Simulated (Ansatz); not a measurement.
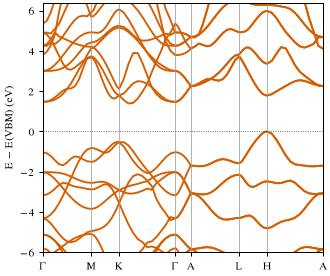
Figure: Band structure from plane-wave PAW LDA (Ansatz code)

Question: Read off the gap and where the band edges lie.

Answer: About 1.4 eV (1.37 eV by a search for the band edges); maximum at H, minimum on the K–Γ line, 20 % of the way from K.

Question: Pick the material that matches.
(A) CaO, P6_3/mmc (Ca on 2d, O on 2c)
(B) Te2W, P6_3/mmc (Te on 4f, W on 2c)
(C) BaO, P6_3/mmc (Ba on 2d, O on 2c)
(D) WN2, P6_3/mmc (W on 2d, N on 4e)

Answer: D, WN2, P6_3/mmc (W on 2d, N on 4e)

The workflow started from a Materials Project entry (that database holds measured and hypothetical structures alike); the Crystallography Open Database copy checked does not list it. Its standing as an ambient phase is unchecked. The cell was relaxed with LDA under the symmetry of its start; its stability against distortions is not shown here. No spin polarisation was allowed. Scalar-relativistic: spin–orbit coupling is off unless named, which matters more the heavier the elements.

Potentials: the later of the program's two PAW sets.
